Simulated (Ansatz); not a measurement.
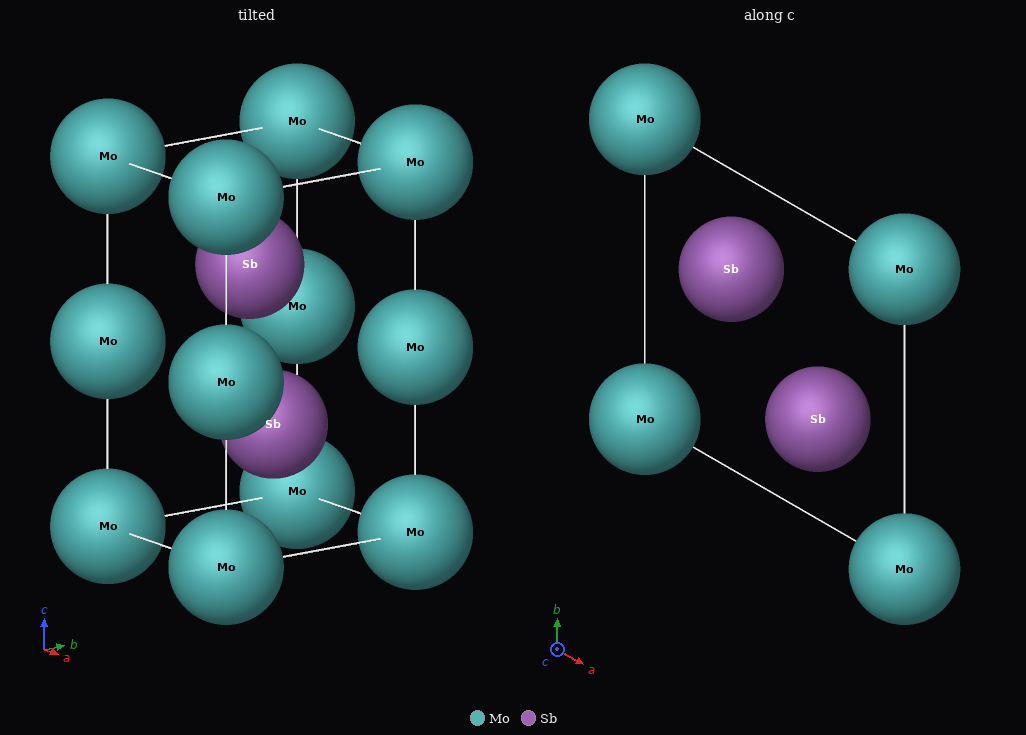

View slightly off an axis and along the c axis, drawn as a spheres-only model. The parallelepiped is the conventional unit cell.

SbMo, nickel arsenide (NiAs) type, space group P6_3/mmc (No. 194), a = 4.358 Å, b = 4.358 Å, c = 5.253 Å, α = 90.00°, β = 90.00°, γ = 120.00°. Its origin is a structure type filled with these elements by a generator (whether the compound takes this form wasn't checked). Earlier steps of the study, as a rule a relaxation of our own, may have changed the cell and positions, so they can lie some per cent off the listed ones. A calculation with Ansatz used it as input.

This one geometry was computed with Ansatz (DFT, plane waves, PAW) at four levels of theory: PBEsol, PBE with spin-orbit coupling, r2SCAN and LDA.

### Which level gives the highest pressure at this volume, and what does that say about its equilibrium volume?

Highest: PBE with spin-orbit coupling (0.0 GPa), which points to the largest equilibrium volume. Lowest, with the smallest volume: LDA (-7.4 GPa). Levels within 0.5 GPa of each other can't be told apart.

### How does the band gap change with the level of theory?

All levels give a metal.

### Collect the results in a table.

| level | cutoff (eV) | k-mesh of the run's cell | gap (eV) | pressure (GPa) |
| --- | --- | --- | --- | --- |
| PBEsol | 420 | 10×10×6 | metal | -4.8 |
| PBE with spin-orbit coupling | 420 | 10×10×6 | metal | 0.0 |
| r2SCAN | 500 | 10×10×6 | metal | -1.7 |
| LDA | 420 | 10×10×6 | metal | -7.4 |

Gaps are taken on the k-mesh or band path of each run.
